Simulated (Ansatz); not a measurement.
CH3AlLiO (charge −1)

Input

```
crystal:
  periodic: [false, false, false]
  atoms:
    - { symbol: Li, position_ang: [-1.53301, 0.51704, 1.41906] }
    - { symbol: Al, position_ang: [-0.95717, -1.08471, -0.29347] }
    - { symbol: C, position_ang: [0.59269, 0.46121, 0.00499] }
    - { symbol: O, position_ang: [-0.77951, -2.24482, -1.37958] }
    - { symbol: H, position_ang: [0.81002, 1.08391, -0.87983] }
    - { symbol: H, position_ang: [0.28956, 1.18752, 0.803] }
    - { symbol: H, position_ang: [1.57742, 0.07986, 0.32583] }
total_charge: -1
basis:
  gaussian: { orbitals: "6-31G" }
hamiltonian:
  xc: b3lyp
relax:
  f_tol: 0.02
  max_steps: 40
scf:
  lower_state_search: "off"
output:
  orbitals: {}
```

Launched as:

```sh
ansatz run input.yaml --threads 1 --pin off --max-ram 2048MiB --backend cpu --events-out ev --progress --plain --runs-dir out
```

The fields are those of the relaxed geometry.

The highest occupied orbital lies above zero, a sign that basis and functional describe the outermost electron poorly.

Method: RKS B3LYP/6-31G in Ansatz.

**What will maps of the electron density and electron localisation function show?**

Al–O (1.70 Å): ρ at the midpoint is about 0.76 e/Å³; the ELF peaks at about 0.85 in the valence shell of O, 0.6 Å from its nucleus, and is about 0.35 at the midpoint.
C–Li (2.07 Å): ρ at the midpoint is about 0.31 e/Å³; the ELF peaks at about 0.75 in the valence shell of C, 0.7 Å from its nucleus, and is about 0.55 at the midpoint.
C–Al (2.17 Å): ρ is about 0.45 e/Å³ halfway; the ELF peaks at about 0.95 in the valence shell of C, 0.8 Å from its nucleus, and is about 0.80 at the midpoint.
Li–Al (2.48 Å): the density is about 0.18 e/Å³ at the midpoint; the ELF reaches about 0.60 near the midpoint.

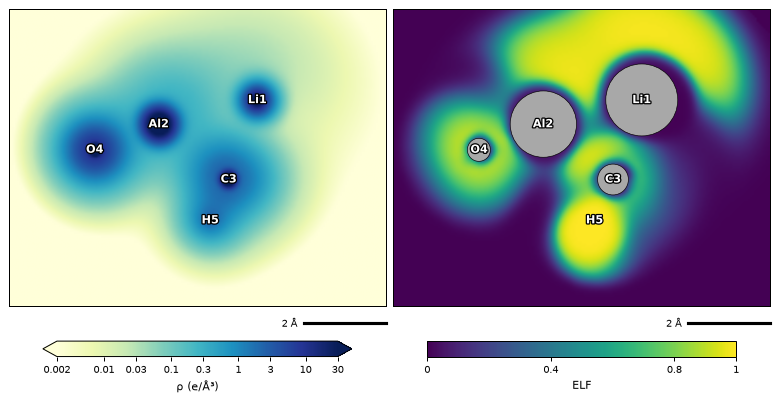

Computed electron density and electron localisation function on the plane of atoms Al2, Li1 and C3, in this order. Grey discs cover the atomic cores in the ELF map. 
